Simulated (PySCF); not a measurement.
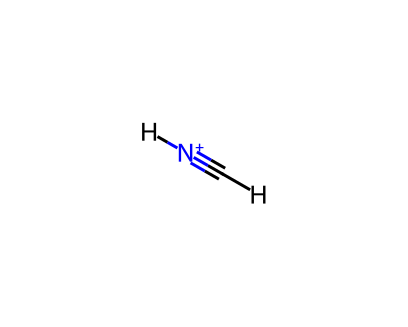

A structural formula. Charge +1, singlet.

Question: Give its SMILES.

Answer: C#[NH+]

Question: What is the molecular formula?

Answer: CH2N, charge +1.

Question: An optimisation with PBE0-D3(BJ)/def2-SVP gave a structure of which point group?

Answer: C∞v.

The parts below concern this one geometry. Atoms keep their numbers from picture to picture. Computed geometry: PBE0-D3(BJ)/def2-SVP optimisation. No frequency run is at hand to confirm it as a minimum.

Shape

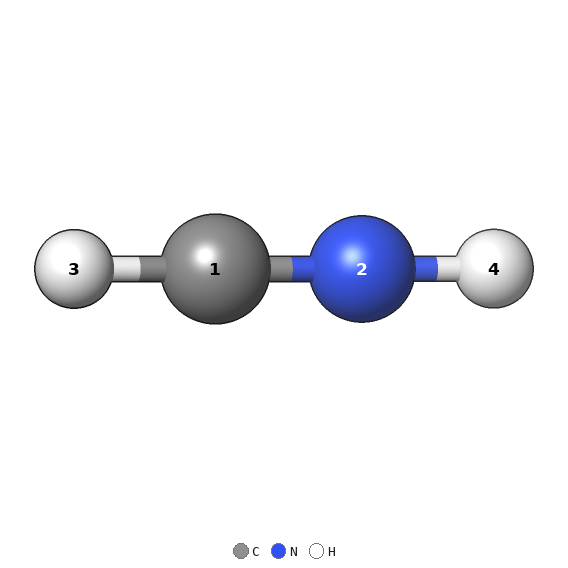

No frequency run is at hand to confirm it as a minimum.

Question: Describe the coordination of atom 2.

Answer: N2 has 2 neighbours (C1 at 1.14, H4 at 1.02 Å); the arrangement is linear.

Question: Describe the coordination of atom 1.

Answer: C1 has 2 neighbours (N2 at 1.14, H3 at 1.10 Å); the arrangement is linear.

Excitation

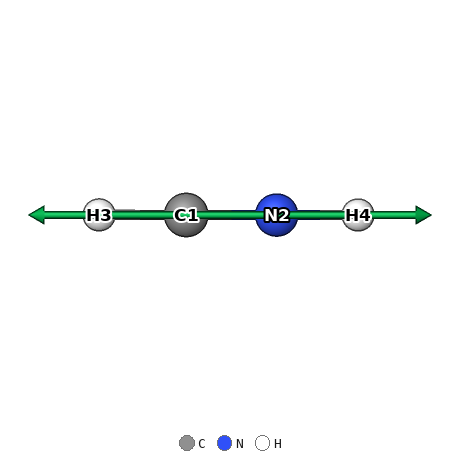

The double arrow shows the direction of the transition dipole to excited singlet state 6 (its length means nothing). No frequency run is at hand to confirm it as a minimum. Properties computed with TDDFT ωB97X-D/def2-SVPD, vertical, gas phase, core orbitals frozen in the response (PySCF 2.14.0).

Question: How is the transition polarised?

Answer: Along the molecular axis.

Question: Where does the transition lie, and how strong is it?

Answer: 13.55 eV (92 nm), oscillator strength 0.86, of mixed character, with the largest part HOMO−1 → LUMO (weight 0.45); transition dipole 4.09 D.

Core levels

No frequency run is at hand to confirm it as a minimum. Level of theory: delta-SCF UKS SCAN, pcX-2 on the ionised atom, pcseg-1 elsewhere, spin-free X2C (PySCF 2.14.0).

Give the core-electron binding energies (to vacuum) of C1 1s, N2 1s.

```tsv
atom	level	binding energy (eV)
C1	1s	303.5
N2	1s	416.6
```

NMR shielding

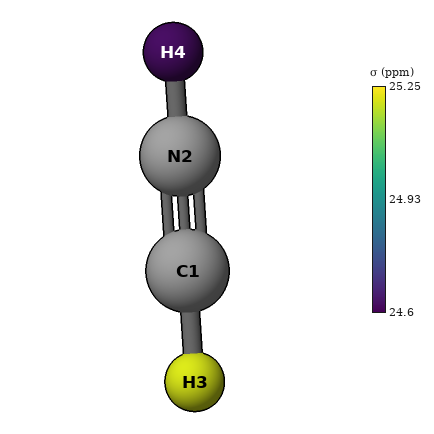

Atoms are coloured by their isotropic NMR shieldings (H only, the others grey). No frequency run is at hand to confirm it as a minimum. Properties computed with GIAO PBE0/pcSseg-1 NMR shielding, non-relativistic, gas phase (PySCF 2.14.0).

List the isotropic NMR shieldings of the H atoms.

| atom | σ (ppm) |
| --- | --- |
| H3 | 25.21 |
| H4 | 24.62 |

Spin–spin coupling

No frequency run is at hand to confirm it as a minimum. Method: B3LYP/pcJ-1 indirect spin-spin coupling, non-relativistic, gas phase (PySCF 2.14.0). Isotopes: 13C, 1H, 15N.

Give the spin–spin coupling constants of these pairs, with the number of bonds between them: C1/N2, C1/H3, N2/H4, C1/H4, N2/H3, H3/H4.

```csv
pair,bonds apart,J (Hz)
"C1, N2",1,−83.0
"C1, H3",1,377.2
"N2, H4",1,−163.8
"C1, H4",2,55.4
"N2, H3",2,−22.1
"H3, H4",3,10.9
```
